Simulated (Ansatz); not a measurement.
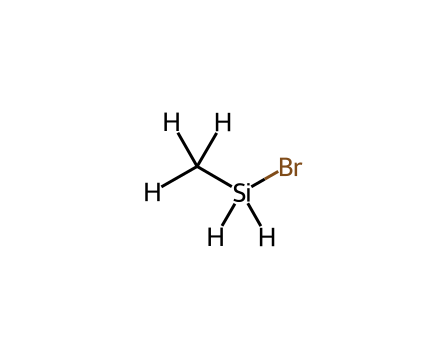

Skeletal drawing of a molecule.

Write the SMILES.

Answer. C[SiH2]Br

What is the molecular formula?

Answer. CH5BrSi.

An optimisation with PBE0-D4/def2-TZVP gave a structure of which point group?

Answer. Cs.

More results for the same structure follow; atom numbers are the same in all pictures, views and colours differ. The computed structure is the end point of a PBE0-D4/def2-TZVP optimisation.

Shape

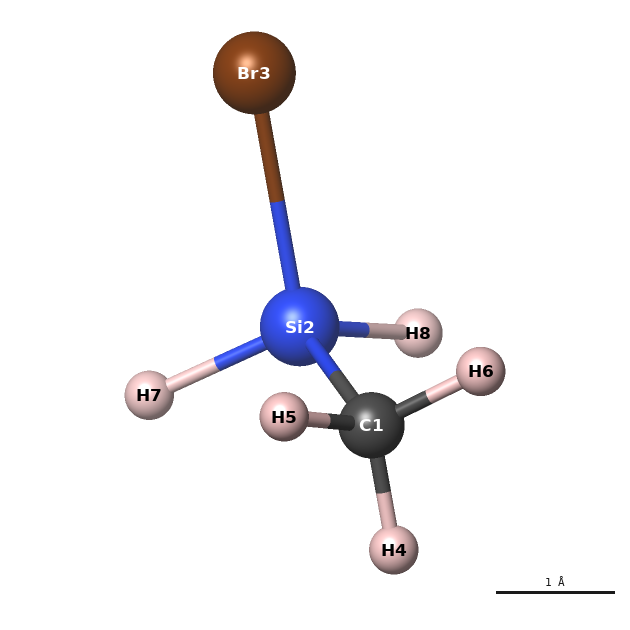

The atoms are numbered.

Give the bond lengths.

| bond | length (Å) | order |
| --- | --- | --- |
| C1–Si2 | 1.858 | single |
| C1–H4 | 1.094 | single |
| C1–H5 | 1.092 | single |
| C1–H6 | 1.092 | single |
| Si2–Br3 | 2.229 | single |
| Si2–H7 | 1.483 | single |
| Si2–H8 | 1.483 | single |

Thermal motion

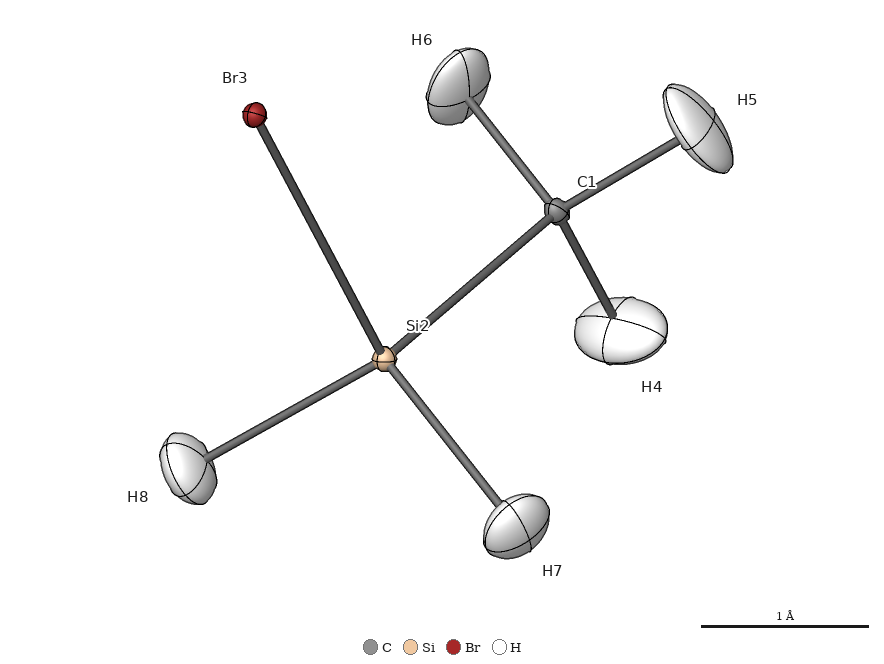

Displacement ellipsoids at the 50 % level, from the internal vibrations of the free molecule (harmonic, no overall translation or rotation; no half-axis is drawn under 0.075 Å). Vibrations computed with RKS PBE0-D4/def2-TZVP (Ansatz 0.2.0). Temperature: 0 K (zero-point motion alone).

Give the displacement parameters, one line for each set of equivalent atoms.

| atom | U_eq (Å²) | rms amplitudes (Å) |
| --- | --- | --- |
| C1 | 0.0018 | 0.020, 0.033, 0.061 |
| Si2 | 0.00074 | 0.017, 0.028, 0.034 |
| Br3 | 0.00011 | 0.004, 0.007, 0.016 |
| H4 | 0.0243 | 0.091, 0.146, 0.208 |
| H5, H6 | 0.0231 | 0.075, 0.141, 0.209 |
| H7, H8 | 0.0172 | 0.087, 0.147, 0.149 |

Vibrations

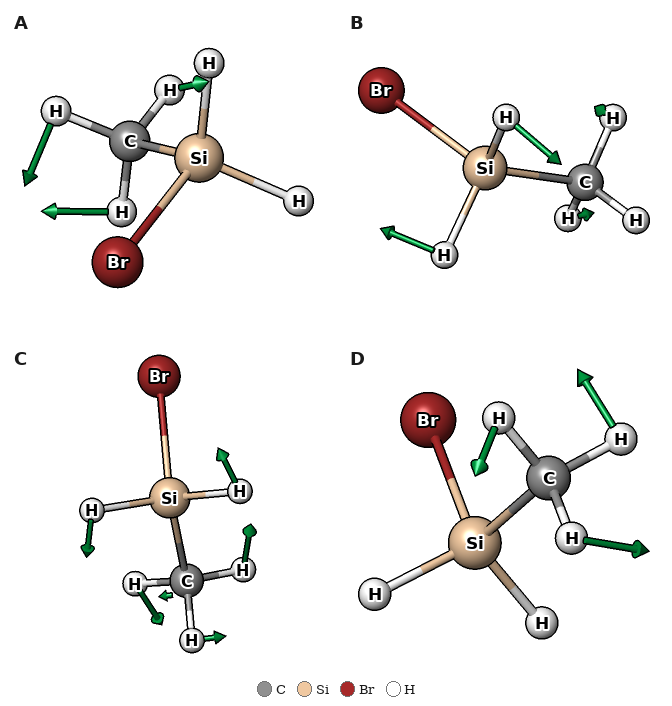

4 normal modes of one molecule or complex, as arrows. Harmonic vibrations computed with RKS PBE0-D4/def2-TZVP (Ansatz 0.2.0) at a stationary point of the same level.

Match the panels to the wavenumbers 166 cm⁻¹, 654 cm⁻¹, 884 cm⁻¹, 1448 cm⁻¹.

Answer. A: 1448 cm⁻¹, H–C–H bending
B: 654 cm⁻¹, Br–Si–H bending
C: 884 cm⁻¹, H–C–Si bending
D: 166 cm⁻¹, a torsion or out-of-plane motion in which bond lengths and bond angles hardly change

Electronic properties

Method: RKS HSE06-D4/def2-TZVPP (Ansatz 0.2.0).

What is the HOMO energy (Kohn–Sham orbital)?

Answer. −7.86 eV.

What is the HOMO–LUMO gap?

Answer. 7.62 eV.

Give the dispersion correction at this level.

Answer. −11.7 kJ/mol.

Dipole moment

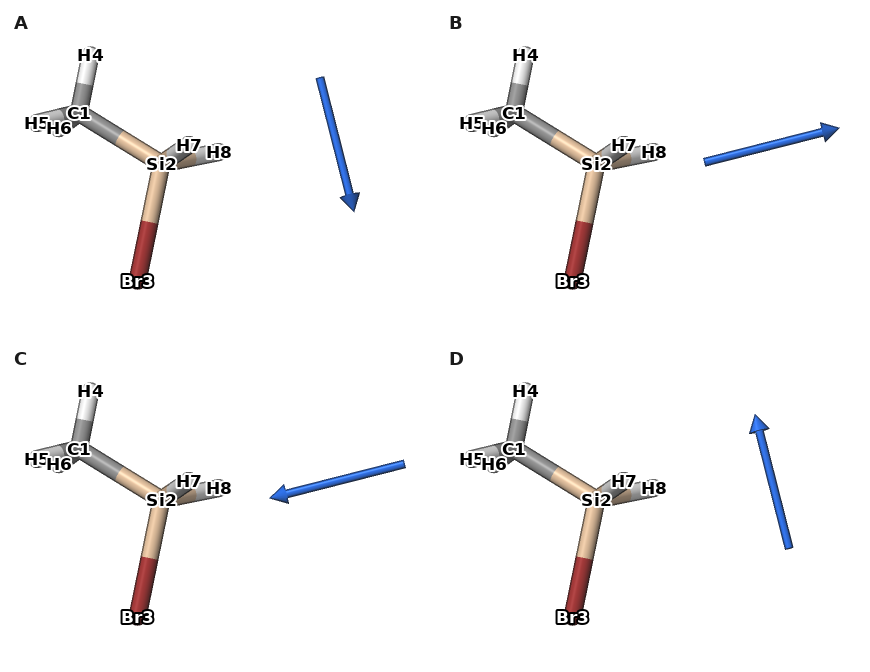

The same molecule four times, each with an arrow. Level of theory: RKS r2SCAN-D4/def2-TZVPP (Ansatz 0.2.0).

Which arrow points along the dipole moment, from the negative to the positive end?

Answer. D. The dipole moment is 1.97 D; it points from the side of Br3 to the side of H4 (the outermost atoms at the two ends).
